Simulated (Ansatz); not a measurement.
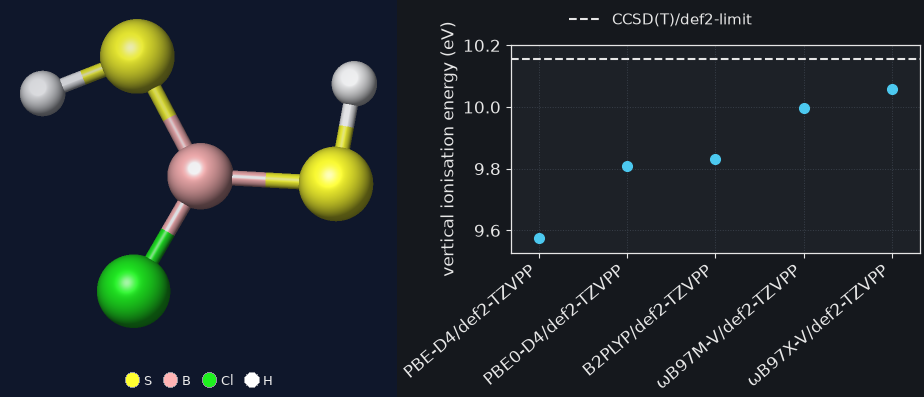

Vertical ionisation energy of BH₂S₂Cl, SMILES SB(S)Cl, taken as the energy of the cation less that of the neutral at fixed geometry (unrestricted doublet cation, cores frozen in correlated methods, no spin-orbit coupling), the Ansatz code, at a PBE0-D4/def2-TZVP geometry (a minimum by its frequencies). Limit means an estimate of the basis limit from triple and quadruple zeta; for coupled cluster it is either extrapolated directly or built as the MP2 limit plus the step from MP2 in triple zeta. B2PLYP/def2-TZVPP holds a correlation term that converges slowly with the basis, so part of the distance to the limit is basis error.

**Which level comes closest to the line (CCSD(T)/def2-limit), and which misses most?**

Closest ωB97X-V/def2-TZVPP (10.06 eV), against 10.16 eV; farthest PBE-D4/def2-TZVPP (9.57 eV).

**What range do the values span, the line included?**

From 9.57 eV (PBE-D4/def2-TZVPP) to 10.16 eV (CCSD(T)/def2-limit).
